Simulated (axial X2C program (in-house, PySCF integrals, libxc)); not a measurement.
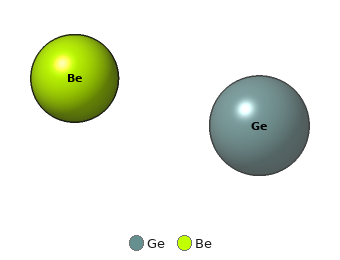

Figure 1. The molecule at the reference distance of 2.162 Å.

## Run report: GeBe, relativistic diatomic calculation

GeBe, single determinant with Ω = 1. The distance is the PBE0 minimum at charge 0. Computed at this level: expectation values, HF and Kohn-Sham, two-component X2C with atomic mean-field Coulomb and Gaunt terms, Ge dyall-cv3z, Be dyall-cv3z (cores contracted) (axial X2C program (in-house, PySCF integrals, libxc)).

### Input
```
{"zs": [32, 4], "q": 0, "bas": ["dyall-cv3z", "dyall-cv3z"], "r0": 2.23, "levels": ["PBE0", "HF", "TPSSh", "B3LYP", "BHandHLYP"], "nst": 3}
```

The line is the task of a batch: nuclear charges, charge, bases, the levels to run, a first guess of the distance and further settings. This report covers the levels named above. The log is that of the reference distance, started from orbitals converged before.

Hardware: 1 thread of Arm Neoverse N1, 16 GiB of memory available, shared host.

Launched within a batch (the task file carries these settings):
```bash
python <driver script> task.json out
```

### Output
```
two-component X2C + atomic mean field  PBE0
basis functions 162  fitting functions 864  grid points 5078
iter        total energy     max residual
   1      -2112.552302126     6.85e-05
   2      -2112.552302131     1.05e-05
   3      -2112.552302135     6.56e-05
   4      -2112.552302138     3.06e-05
   5      -2112.552302139     5.50e-06
converged
one-electron -3003.03217428  Coulomb 942.57946011  exact exchange -20.29354744  xc functional -62.41395994  nuclear repulsion 31.32964061  atomic mean-field constant -0.72172121
```

### Expectation values by level of theory

```
                                             quantity     PBE0       HF   TPSSh   B3LYP  BHandHLYP
effective field for an electron dipole moment (GV/cm)   −0.830    −1.78  −0.791  −0.370     −0.784
           field gradient at the first nucleus (a.u.)  −0.0186    0.251  0.0122  −0.215     0.0223
          field gradient at the second nucleus (a.u.)   0.0136  −0.0766  0.0173  0.0304    0.00547
                           A∥/gI, first nucleus (MHz)     −294     −275    −243    −257       −269
                          A∥/gI, second nucleus (MHz)    −73.3     −117   −62.8   −39.4      −81.2
```

Each column comes from one determinant with 2 or more unpaired spinors, which can mix states, in a basis with contracted cores. The levels disagree widely: the effective field runs from −1.78 to −0.370 GV/cm, A∥/gI at the second nucleus runs from −117 to −39.4 MHz and the field gradient at the first nucleus runs from −0.215 to 0.251 a.u. They may not all have settled in the same state, and these values aren't reliable properties of the molecule.

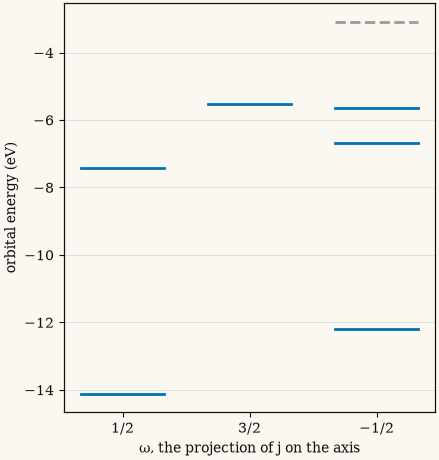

Figure 2. Orbital energies (PBE0) near the frontier at 2.16 Å, filled (solid) and empty (dashed). The highest filled spinor (3/2; 70 % Ge p, 26 % Be p) lies at −5.53 eV, the lowest empty one (−1/2; 47 % Be p, 37 % Ge p) at −3.09 eV.

### Key numbers

| quantity | value |
| --- | --- |
| outcome | converged; the levels of theory disagree widely |
| wall time | 5.4 s |
| peak memory | 0.3 GiB |
